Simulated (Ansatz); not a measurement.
Geometry relaxation of ZrN2H5Cl3 (part 1 of 2)

The run: geometry relaxation of ZrN2H5Cl3. Method and program: RKS PBE-D4/def2-SVP (Ansatz 0.2.0).

It belongs to a series of runs on one base structure; here: end point A relaxed. Figures and captions count atoms from 1; the log counts them from 0 in places.

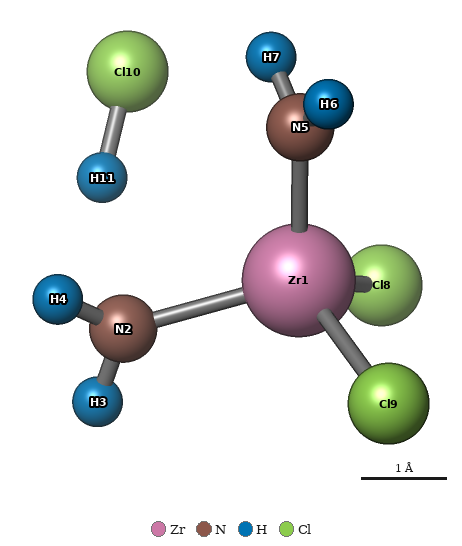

Fig. 1: The structure as given in the input (ball-and-stick view, seen at a tilt; atoms are numbered from 1 in the order of the input). Sticks mark near contacts.

**Input**
```yaml
crystal:
  periodic: [false, false, false]
  atoms:
    - { symbol: Zr, position_ang: [-0.082021, -0.132856, 0.025652] }
    - { symbol: "N", position_ang: [-0.04946, -0.056337, 2.184143] }
    - { symbol: H, position_ang: [-0.904364, -0.029623, 2.754049] }
    - { symbol: H, position_ang: [0.73474, -0.329571, 2.787452] }
    - { symbol: "N", position_ang: [1.828212, -0.036989, -0.571608] }
    - { symbol: H, position_ang: [2.404654, -0.756259, -1.02322] }
    - { symbol: H, position_ang: [2.375352, 0.828838, -0.458089] }
    - { symbol: Cl, position_ang: [-1.439918, 1.635509, -0.76693] }
    - { symbol: Cl, position_ang: [-0.869197, -2.253075, -0.645681] }
    - { symbol: Cl, position_ang: [1.631757, 2.894691, 1.340474] }
    - { symbol: H, position_ang: [0.861945, 1.988772, 1.974457] }
basis:
  gaussian: { orbitals: def2-SVP }
hamiltonian:
  xc: pbe
  dispersion: d4
relax:
  f_tol: 0.03
  max_steps: 50
```

Machine: 4 threads of Arm Neoverse V2, 24 GiB of memory available, shared host.

Launch command:
```bash
ansatz run input.yaml --threads 4 --pin off --max-ram 5120MiB --backend cpu --events-out ev --progress --plain --runs-dir out
```

**The program's output**
```
The last accepted step is kept in [file] (removed where the run ends without a failure and the disk answers)
Engine: ansatz 0.2.0, aarch64-unknown-linux-gnu
Functional definition: PBE
  parameter kappa = 0.804
  parameter beta = 0.06672455060314922
  exchange = pbe_x(kappa = kappa, mu = beta*pi^2/3)
  correlation = pbe_c(beta = beta)
1497 factors; their error is unknown
mean field evaluation 1: about -41866.6693 eV, gradient 9.1e1 eV
mean field evaluation 2: about -41702.3657 eV, gradient 2.4e2 eV
mean field evaluation 4: about -41880.7185 eV, gradient 3.5e1 eV
mean field evaluation 8: about -41884.1196 eV, gradient 2.9e-1 eV
mean field evaluation 16: about -41884.0530 eV, gradient 2.0e-3 eV
mean field -41884.05304137 eV, -1539.2105592397 hartree, gradient 1.8e-5 eV, S^2 0.000000; 0 other end points of the search recorded, 0 dependent functions left out
the calculation of the forces begins
reference -41884.05313184 eV, -1539.2105625644 hartree; 41, 41 occupied and 97, 97 virtual orbitals, 1497 factors
relax step   1: F+E_penalty+E_count = -41884.38782611 eV  Δ(F+E_penalty+E_count) = +0.000e0 eV  max|allowed force component| = 1.536e0 eV/Å  Δτ_max = 0.0000 Å  (32 SCF iters, accepted)
these checks for a lower state are left out or cut short: starts, cluster_reference, orbital_swaps, neighbouring_geometries, increment
1497 factors; their error is unknown
mean field -41884.18267059 eV, -1539.2153230254 hartree, gradient 1.2e-5 eV, S^2 0.000000; 0 other end points of the search recorded, 0 dependent functions left out
[... from here on the field's lines of each further geometry are left out, up to the last ...]
relax step   2: F+E_penalty+E_count = -41884.53364904 eV  Δ(F+E_penalty+E_count) = -1.458e-1 eV  max|allowed force component| = 9.450e-1 eV/Å  Δτ_max = 0.1984 Å  (37 SCF iters, accepted)
relax step   3: F+E_penalty+E_count = -41884.58320764 eV  Δ(F+E_penalty+E_count) = -4.956e-2 eV  max|allowed force component| = 7.780e-1 eV/Å  Δτ_max = 0.1541 Å  (31 SCF iters, accepted)
relax step   4: F+E_penalty+E_count = -41884.59665780 eV  Δ(F+E_penalty+E_count) = -1.345e-2 eV  max|allowed force component| = 4.313e-1 eV/Å  Δτ_max = 0.1067 Å  (30 SCF iters, accepted)
relax step   5: F+E_penalty+E_count = -41884.61006208 eV  Δ(F+E_penalty+E_count) = -1.340e-2 eV  max|allowed force component| = 3.714e-1 eV/Å  Δτ_max = 0.0412 Å  (30 SCF iters, accepted)
relax step   6: F+E_penalty+E_count = -41884.62717911 eV  Δ(F+E_penalty+E_count) = -1.712e-2 eV  max|allowed force component| = 2.787e-1 eV/Å  Δτ_max = 0.0519 Å  (30 SCF iters, accepted)
relax step   7: F+E_penalty+E_count = -41884.72405482 eV  Δ(F+E_penalty+E_count) = -9.688e-2 eV  max|allowed force component| = 8.275e-1 eV/Å  Δτ_max = 0.1956 Å  (38 SCF iters, accepted)
relax step   8: F+E_penalty+E_count = -41884.86444886 eV  Δ(F+E_penalty+E_count) = -1.404e-1 eV  max|allowed force component| = 8.526e-1 eV/Å  Δτ_max = 0.1281 Å  (38 SCF iters, accepted)
relax step   9: F+E_penalty+E_count = -41885.25811369 eV  Δ(F+E_penalty+E_count) = -3.937e-1 eV  max|allowed force component| = 1.394e0 eV/Å  Δτ_max = 0.1952 Å  (36 SCF iters, accepted)
relax step  10: F+E_penalty+E_count = -41885.62794362 eV  Δ(F+E_penalty+E_count) = -3.698e-1 eV  max|allowed force component| = 1.163e0 eV/Å  Δτ_max = 0.1946 Å  (36 SCF iters, accepted)
relax step  11: F+E_penalty+E_count = -41885.85819212 eV  Δ(F+E_penalty+E_count) = -2.302e-1 eV  max|allowed force component| = 9.674e-1 eV/Å  Δτ_max = 0.1946 Å  (37 SCF iters, accepted)
relax step  12: F+E_penalty+E_count = -41885.96748144 eV  Δ(F+E_penalty+E_count) = -1.093e-1 eV  max|allowed force component| = 4.720e-1 eV/Å  Δτ_max = 0.2000 Å  (31 SCF iters, accepted)
relax step  13: F+E_penalty+E_count = -41886.03681886 eV  Δ(F+E_penalty+E_count) = -6.934e-2 eV  max|allowed force component| = 1.223e0 eV/Å  Δτ_max = 0.1948 Å  (31 SCF iters, accepted)
relax step  14: F+E_penalty+E_count = -41886.08960635 eV  Δ(F+E_penalty+E_count) = -5.279e-2 eV  max|allowed force component| = 8.117e-1 eV/Å  Δτ_max = 0.2000 Å  (35 SCF iters, accepted)
relax step  15: F+E_penalty+E_count = -41886.11664509 eV  Δ(F+E_penalty+E_count) = -2.704e-2 eV  max|allowed force component| = 1.276e-1 eV/Å  Δτ_max = 0.1997 Å  (36 SCF iters, accepted)
relax step  16: F+E_penalty+E_count = -41886.11618330 eV  Δ(F+E_penalty+E_count) = +4.618e-4 eV  max|allowed force component| = 2.285e-1 eV/Å  Δτ_max = 0.1282 Å  (31 SCF iters, rejected (line search))
relax step  17: F+E_penalty+E_count = -41886.12506639 eV  Δ(F+E_penalty+E_count) = -8.421e-3 eV  max|allowed force component| = 4.150e-2 eV/Å  Δτ_max = 0.0641 Å  (30 SCF iters, accepted)
relax step  18: F+E_penalty+E_count = -41886.12468631 eV  Δ(F+E_penalty+E_count) = +3.801e-4 eV  max|allowed force component| = 2.594e-1 eV/Å  Δτ_max = 0.0606 Å  (30 SCF iters, rejected (line search))
relax step  19: F+E_penalty+E_count = -41886.12687247 eV  Δ(F+E_penalty+E_count) = -1.806e-3 eV  max|allowed force component| = 1.602e-2 eV/Å  Δτ_max = 0.0295 Å  (29 SCF iters, accepted)
relax step  20: F+E_penalty+E_count = -41886.12870700 eV  Δ(F+E_penalty+E_count) = -1.835e-3 eV  max|allowed force component| = 5.663e-2 eV/Å  Δτ_max = 0.0492 Å  (28 SCF iters, accepted)
relax step  21: F+E_penalty+E_count = -41886.13088946 eV  Δ(F+E_penalty+E_count) = -2.182e-3 eV  max|allowed force component| = 8.191e-2 eV/Å  Δτ_max = 0.0731 Å  (30 SCF iters, accepted)
relax step  22: F+E_penalty+E_count = -41886.13286762 eV  Δ(F+E_penalty+E_count) = -1.978e-3 eV  max|allowed force component| = 1.626e-1 eV/Å  Δτ_max = 0.1095 Å  (30 SCF iters, accepted)
relax step  23: F+E_penalty+E_count = -41886.13497192 eV  Δ(F+E_penalty+E_count) = -2.104e-3 eV  max|allowed force component| = 2.437e-1 eV/Å  Δτ_max = 0.0939 Å  (30 SCF iters, accepted)
relax step  24: F+E_penalty+E_count = -41886.13853848 eV  Δ(F+E_penalty+E_count) = -3.567e-3 eV  max|allowed force component| = 2.360e-1 eV/Å  Δτ_max = 0.0787 Å  (30 SCF iters, accepted)
relax step  25: F+E_penalty+E_count = -41886.14379440 eV  Δ(F+E_penalty+E_count) = -5.256e-3 eV  max|allowed force component| = 3.071e-1 eV/Å  Δτ_max = 0.1392 Å  (29 SCF iters, accepted)
relax step  26: F+E_penalty+E_count = -41886.14635648 eV  Δ(F+E_penalty+E_count) = -2.562e-3 eV  max|allowed force component| = 3.165e-1 eV/Å  Δτ_max = 0.0745 Å  (30 SCF iters, accepted)
relax step  27: F+E_penalty+E_count = -41886.14897006 eV  Δ(F+E_penalty+E_count) = -2.614e-3 eV  max|allowed force component| = 2.007e-1 eV/Å  Δτ_max = 0.0352 Å  (30 SCF iters, accepted)
relax step  28: F+E_penalty+E_count = -41886.15119801 eV  Δ(F+E_penalty+E_count) = -2.228e-3 eV  max|allowed force component| = 2.780e-2 eV/Å  Δτ_max = 0.0522 Å  (30 SCF iters, accepted)
relax step  29: F+E_penalty+E_count = -41886.15156816 eV  Δ(F+E_penalty+E_count) = -3.701e-4 eV  max|allowed force component| = 4.969e-2 eV/Å  Δτ_max = 0.0689 Å  (30 SCF iters, accepted)
the calculation of the forces begins
reference -41885.79216474 eV, -1539.2744708445 hartree; 41, 41 occupied and 97, 97 virtual orbitals, 1497 factors
relax step  30: F+E_penalty+E_count = -41886.15176050 eV  Δ(F+E_penalty+E_count) = -1.923e-4 eV  max|allowed force component| = 1.618e-2 eV/Å  Δτ_max = 0.0086 Å  (32 SCF iters, accepted)
```

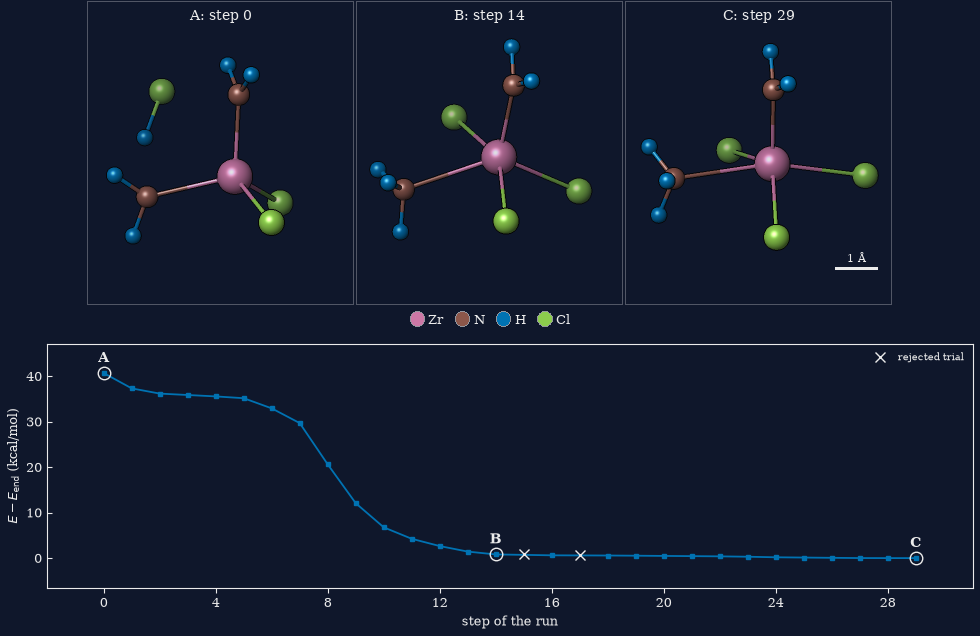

Fig. 2: Frames of the relaxation (ball-and-stick view, seen at a tilt) above the curves, on which the letters mark them (the first geometry is step 0 here and step 1 in the log).

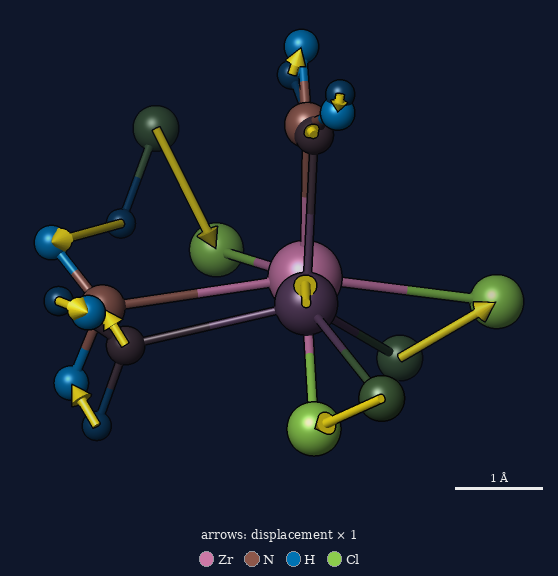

Fig. 3: Start (faint) and end (solid) with the displacements as yellow arrows, at true length (ball-and-stick view, seen at a tilt). The two geometries are laid on each other by the best rigid fit. Over 29 geometry steps the energy falls by 40.7 kcal/mol. Largest force component: 1.5 eV/Å at the start, 0.016 eV/Å at the end. The line search rejected the trial steps at points 15, 17 (counted from 0) and went back. The atom that moves furthest after the best rigid fit is Cl10 (1.60 Å). Largest moves by element: Cl 1.60 Å, H 1.57 Å, Zr 0.78 Å, N 0.52 Å. Distances before and after: Cl10–H11 1.347 → 2.983 Å, Zr1–Cl10 3.719 → 2.406 Å, N2–H11 2.249 → 1.030 Å, Zr1–N2 2.160 → 2.434 Å. New bonds form: N2–H11 (2.25 → 1.03 Å), Zr1–Cl10 (3.72 → 2.41 Å). Bonds break: Cl10–H11 (1.35 → 2.98 Å). Among the angles that change: N2–Zr1–Cl8 108.5° → 163.0°, N2–Zr1–Cl9 108.7° → 78.1°, Cl8–Zr1–Cl9 112.6° → 96.1°. (Atoms are counted from 1 in the order of the input.)

```
1497 factors; their error is unknown
mean field -41885.79207041 eV, -1539.2744673782 hartree, gradient 1.3e-5 eV, S^2 0.000000; 1 other end points of the search recorded, 0 dependent functions left out
the calculation of the forces begins
reference -41885.79216474 eV, -1539.2744708445 hartree; 41, 41 occupied and 97, 97 virtual orbitals, 1497 factors
Total energy: -41886.15185482 eV, -1539.2876892112 hartree
Atom 0 at     0.048759     0.659303    -0.006489 Å, force     0.001169    -0.011049     0.002443 eV/Å
Atom 1 at     0.393691     0.097371     2.336571 Å, force     0.007248    -0.001511    -0.016177 eV/Å
Atom 2 at    -0.434594     0.301376     2.913419 Å, force    -0.009224    -0.001971     0.006519 eV/Å
Atom 3 at     0.595044    -0.904663     2.461623 Å, force     0.000773     0.001577     0.006125 eV/Å
Atom 4 at     1.921315     0.108173    -0.497776 Å, force    -0.007455     0.006554     0.009976 eV/Å
Atom 5 at     2.174561    -0.794415    -0.918968 Å, force     0.001904     0.007544    -0.001144 eV/Å
Atom 6 at     2.702684     0.763818    -0.624556 Å, force     0.000836    -0.010318    -0.003787 eV/Å
Atom 7 at    -0.928532     1.380439    -2.061148 Å, force     0.001002     0.002928     0.008448 eV/Å
Atom 8 at    -1.292603    -1.324470     0.230172 Å, force     0.003971     0.007358    -0.002594 eV/Å
Atom 9 at     0.140627     2.833557     1.019213 Å, force    -0.002360     0.001105    -0.010370 eV/Å
Atom 10 at     1.170749     0.632611     2.748638 Å, force     0.002137    -0.002216     0.000562 eV/Å
Dipole moment:     0.817623    -0.466554     0.994112 e Å
```

**Trajectory as extended XYZ (Å, eV, eV/Å), 30 frames, from step=1 to step=30**
```
11
Properties=species:S:1:pos:R:3:forces:R:3 step=1 energy=-41884.38783
Zr   -0.0820   -0.1329    0.0257    0.0764  -0.0007   1.5361
N    -0.0495   -0.0563    2.1841    0.1388   0.3028  -1.5349
H    -0.9044   -0.0296    2.7540   -0.0019   0.0204   0.0035
H     0.7347   -0.3296    2.7875    0.0011  -0.0267  -0.0137
N     1.8282   -0.0370   -0.5716    0.0425   0.0103   0.0713
H     2.4047   -0.7563   -1.0232    0.0025  -0.0051  -0.0024
H     2.3754    0.8288   -0.4581   -0.0351   0.0059  -0.0288
Cl   -1.4399    1.6355   -0.7669   -0.0565   0.0254  -0.0171
Cl   -0.8692   -2.2531   -0.6457   -0.0248   0.0037  -0.0371
Cl    1.6318    2.8947    1.3405   -0.3862  -0.4676   0.3171
H     0.8619    1.9888    1.9745    0.2432   0.1316  -0.2939
11
Properties=species:S:1:pos:R:3:forces:R:3 step=2 energy=-41884.53365
Zr   -0.0630   -0.1112    0.1020   -0.0379   0.1232  -0.9450
N     0.0024    0.0873    2.1263    0.1959  -0.2172   0.8656
H    -0.8671    0.0395    2.6800    0.0487   0.1422   0.0082
H     0.7554   -0.3135    2.7131   -0.1584   0.1889  -0.1316
N     1.8471   -0.0405   -0.5010    0.2536   0.1543  -0.0957
H     2.3972   -0.7503   -1.0023   -0.0462   0.0259   0.0480
H     2.3684    0.8546   -0.4918   -0.1299  -0.2110   0.0576
Cl   -1.4415    1.6322   -0.7297   -0.0289  -0.0276   0.0256
Cl   -0.8637   -2.2195   -0.6090   -0.0179  -0.0374   0.1000
Cl    1.5497    2.7716    1.3817    0.0255   0.0598   0.0017
H     0.8069    1.8030    1.9315   -0.1045  -0.2011   0.0656
11
Properties=species:S:1:pos:R:3:forces:R:3 step=3 energy=-41884.58321
Zr   -0.0658   -0.0964    0.0491   -0.0191   0.0011  -0.4037
N     0.0319    0.0796    2.0978   -0.2718   0.0979   0.7780
H    -0.8140    0.1829    2.6996    0.4060  -0.0458  -0.3256
H     0.7929   -0.2670    2.7017   -0.1019  -0.0119  -0.1083
N     1.8471   -0.0428   -0.5512    0.2572   0.2516   0.0639
H     2.4043   -0.7577   -1.0345   -0.0256   0.0060   0.0072
H     2.4169    0.8168   -0.4302   -0.2254  -0.2446  -0.0512
Cl   -1.4757    1.6320   -0.7586   -0.0083  -0.0349   0.0141
Cl   -0.8771   -2.2264   -0.5874    0.0186   0.0543   0.0513
Cl    1.4468    2.7545    1.4733    0.1795   0.1950  -0.1075
H     0.7845    1.6775    1.9412   -0.2093  -0.2688   0.0818
11
Properties=species:S:1:pos:R:3:forces:R:3 step=4 energy=-41884.59666
Zr   -0.0565   -0.0801    0.0435    0.0258   0.0219  -0.0629
N     0.0255    0.0765    2.1124   -0.2979   0.1934   0.4313
H    -0.8172    0.2321    2.7022    0.3008  -0.1096  -0.2708
H     0.7577   -0.3107    2.7241   -0.0293   0.0039  -0.0857
N     1.8645   -0.0249   -0.5324    0.2143   0.3718  -0.1017
H     2.4323   -0.7417   -0.9996   -0.0017  -0.0203   0.0173
H     2.3875    0.8757   -0.5142   -0.2361  -0.3979   0.0489
Cl   -1.4852    1.6311   -0.7619   -0.0011  -0.0244   0.0031
Cl   -0.8660   -2.2174   -0.5567    0.0244   0.0333   0.0140
Cl    1.4844    2.6830    1.4559    0.1095   0.2250  -0.1073
H     0.7647    1.6294    1.9273   -0.1086  -0.2973   0.1137
11
Properties=species:S:1:pos:R:3:forces:R:3 step=5 energy=-41884.61006
Zr   -0.0575   -0.0623    0.0372    0.0476   0.0248  -0.1161
N     0.0279    0.0937    2.1099   -0.0959   0.2090   0.3714
H    -0.8161    0.2303    2.6949    0.1692  -0.0438  -0.1694
H     0.7507   -0.3256    2.7120   -0.0283   0.0093  -0.0840
N     1.8616   -0.0151   -0.5448    0.2308   0.3215  -0.0273
H     2.4369   -0.7364   -0.9957   -0.0206  -0.0087   0.0042
H     2.4028    0.8716   -0.4762   -0.2500  -0.3534   0.0026
Cl   -1.5144    1.6264   -0.7617    0.0005  -0.0099  -0.0042
Cl   -0.8609   -2.2073   -0.5328    0.0212   0.0244   0.0003
Cl    1.4944    2.6828    1.4334   -0.1605  -0.2002   0.0477
H     0.7664    1.5950    1.9245    0.0860   0.0270  -0.0250
11
Properties=species:S:1:pos:R:3:forces:R:3 step=6 energy=-41884.62718
Zr   -0.0526   -0.0353    0.0334    0.0654   0.0455  -0.0880
N     0.0328    0.1208    2.1153    0.0998   0.1122   0.2787
H    -0.8123    0.2455    2.6924    0.0086   0.0040  -0.0510
H     0.7417   -0.3381    2.7071   -0.0569   0.0292  -0.1045
N     1.8641   -0.0035   -0.5547    0.2236   0.2163  -0.0054
H     2.4389   -0.7271   -1.0031   -0.0363  -0.0014  -0.0034
H     2.4174    0.8691   -0.4471   -0.2186  -0.2699  -0.0263
Cl   -1.5390    1.6258   -0.7667   -0.0031   0.0013  -0.0177
Cl   -0.8440   -2.1894   -0.5050    0.0125   0.0086  -0.0183
Cl    1.4845    2.6405    1.4050   -0.0951  -0.0872  -0.0145
H     0.7603    1.5448    1.9241    0.0002  -0.0586   0.0505
11
Properties=species:S:1:pos:R:3:forces:R:3 step=7 energy=-41884.72405
Zr   -0.0176    0.0620    0.0343    0.1673   0.3616  -0.1792
N     0.0526    0.2159    2.1588    0.8275  -0.6016   0.4997
H    -0.8046    0.3137    2.7038   -0.3500   0.1494   0.2040
H     0.7027   -0.3821    2.7179   -0.3871   0.3138  -0.3800
N     1.8903    0.0116   -0.5774    0.1397  -0.0364  -0.0866
H     2.4380   -0.7155   -1.0556   -0.0840   0.0352   0.0042
H     2.4601    0.8630   -0.4441   -0.0910  -0.1026  -0.0218
Cl   -1.5890    1.6269   -0.8078    0.0474  -0.0510  -0.0420
Cl   -0.7730   -2.1148   -0.4289   -0.0133  -0.0470  -0.0266
Cl    1.4108    2.5134    1.3288    0.2502   0.4742  -0.5155
H     0.7212    1.3590    1.9707   -0.5066  -0.4958   0.5439
11
Properties=species:S:1:pos:R:3:forces:R:3 step=8 energy=-41884.86445
Zr    0.0271    0.1004    0.0712    0.1971   0.5141  -0.1912
N     0.0408    0.1964    2.2273    0.8526   0.1994   0.2785
H    -0.8266    0.3004    2.7614   -0.2023   0.1091   0.1135
H     0.6827   -0.4032    2.7830   -0.2445   0.2249  -0.2435
N     1.9249   -0.0099   -0.5655    0.3381  -0.2094  -0.4880
H     2.3954   -0.7071   -1.1760   -0.2546   0.2756   0.3300
H     2.4980    0.8493   -0.5095   -0.1049  -0.1634   0.0446
Cl   -1.5166    1.6356   -0.8675    0.0163  -0.0923  -0.0481
Cl   -0.7450   -2.0706   -0.4146    0.0001  -0.0131  -0.0009
Cl    1.3539    2.5318    1.2588   -0.1056  -0.1605  -0.3286
H     0.6570    1.3302    2.0321   -0.4923  -0.6844   0.5337
```
